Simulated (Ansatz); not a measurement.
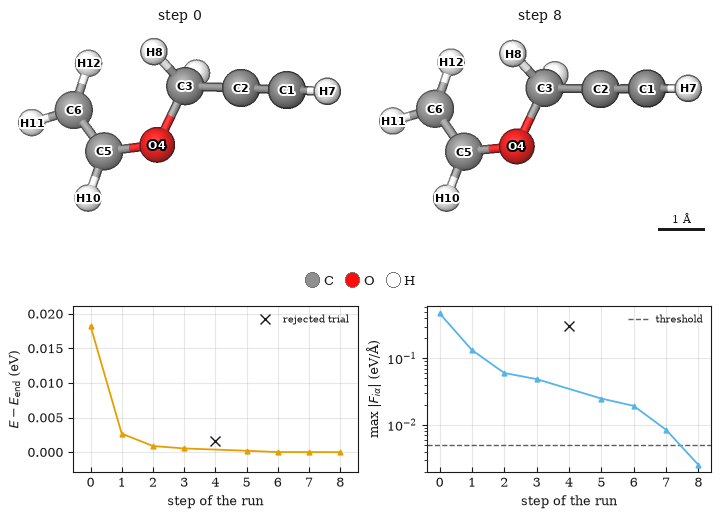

First and last geometry of a relaxation of C5H6O, with the history of the run. A ball-and-stick model, seen at a tilt.

The start comes from GFN2-xTB.

Method: Ansatz 0.2.0, RKS PBE0-D4/def2-TZVP. Settings: force threshold 0.005 eV/Å; at most 150 steps.

**What do the curves and the structures tell?**

It converged. Over 7 accepted moves (8 points after the start) the energy falls by 0.018 eV. Largest force component: 0.47 eV/Å at the start, 0.0025 eV/Å at the end. The line search rejected the trial step at point 4 of the run. The largest move after the best rigid fit is that of an H atom, 0.068 Å. By element the largest moves are H 0.068 Å, C 0.041 Å, O 0.037 Å. Near-neighbour distances that change, for instance: C–H 1.049 → 1.064 Å, C–H 1.073 → 1.081 Å, C–C 1.324 → 1.329 Å, C–O 1.418 → 1.413 Å.
